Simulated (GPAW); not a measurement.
Consider NbRu (Pm-3m).

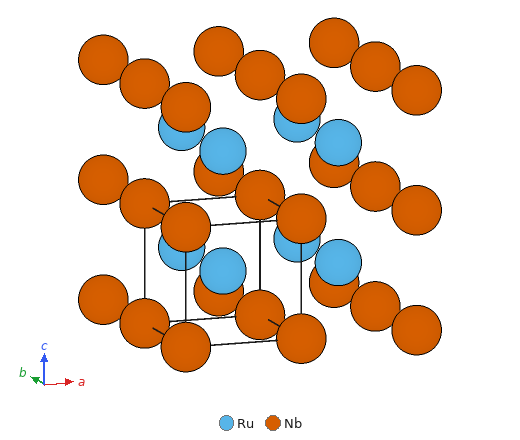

The structure (ruthenium blue, niobium orange). 2×2×2 cells are drawn. Some periodic images of atoms are drawn too.

```cif
data_structure
_symmetry_space_group_name_H-M 'P 1'
_symmetry_Int_Tables_number 1
_cell_length_a 3.1840
_cell_length_b 3.1840
_cell_length_c 3.1840
_cell_angle_alpha 90.000
_cell_angle_beta 90.000
_cell_angle_gamma 90.000
_cell_volume 32.28
loop_
_atom_site_label
_atom_site_type_symbol
_atom_site_fract_x
_atom_site_fract_y
_atom_site_fract_z
_atom_site_occupancy
Ru1 Ru 0.50000 0.50000 0.50000 1
Nb2 Nb 0.00000 0.00000 0.00000 1
```

Absorber: atom 2, with 8 Ru at 2.76 Å and 6 Nb at 3.18 Å (cube and octahedron, as in bcc, site symmetry m-3m). Method: GPAW, LDA, excited-electron core hole (neutral cell), 8-atom cell with 5.5 Å between holes, 6×6×6 k points, dipole transitions, Gaussian full width 1.66 eV up to 4 eV, rising linearly to 3.5 eV at 25 eV.

What does the Nb L₃ edge look like?

Main maxima up to 30 eV above the zero (height): 0.6 eV (3.31), 2.2 eV (2.94), 11.6 eV (0.83) and 18.8 eV (0.72). At an L edge the dipole rule selects empty d (and weakly s) states on the absorber, and the strong line at the onset measures the empty part of its d band. 

The Nb L₃ spectrum (energy from the lowest empty level; intensity scaled to a mean of 1 over the first 20 eV):

```tsv
E (eV)	intensity
-2.0	0.02
-0.5	1.48
1.0	3.12
2.5	2.87
4.0	0.94
5.5	0.58
7.0	0.39
8.5	0.39
10.0	0.72
11.5	0.83
13.0	0.73
14.5	0.56
16.0	0.50
17.5	0.60
19.0	0.72
20.5	0.52
22.0	0.42
23.5	0.48
25.0	0.49
26.5	0.53
28.0	0.57
29.5	0.53
31.0	0.57
```

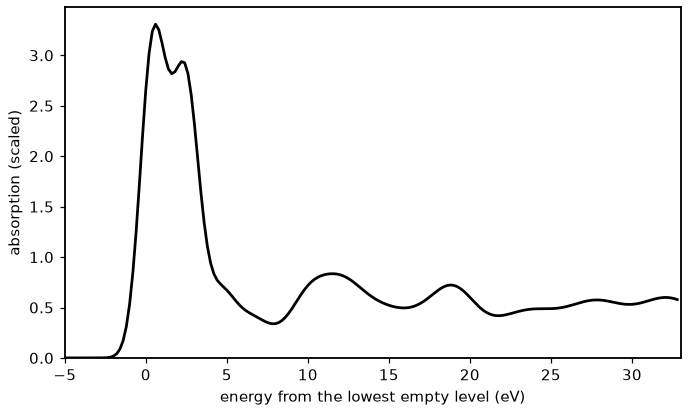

The Nb L₃ edge.

Only the L₃ part is meant: spin–orbit coupling of the core level isn't computed and the L₂ copy isn't added. The script folds with a Gaussian, whereas the core hole's own line is a Lorentzian, so the onset is too steep and the first peak too high. The holes are only 5.5 Å apart, so the shape is probably not converged with cell size; no larger cell was run here. The structure is a published determination, not relaxed.

[Banner, clock and machine lines of the logs are left out without a mark of their own.]

[Logs are printed without paths, hosts, clocks, repeated set-up lines and the standing remarks that a program may print on its own settings, such as how far it seeks lower states.]

[Hosts, paths, dates, database ids (printed as entryN), source tags and the programs' standing remarks are cut or masked in the printed files.]

[Lists of maxima count a maximum above −3 eV only where it reaches 4 % of the highest in the window and stands out from its surroundings by 2 % of it (1.5 % where it reaches 55 %); shoulders and weaker maxima are passed over, and of the rest the first, up to two pre-edge ones and the few strongest are named.]
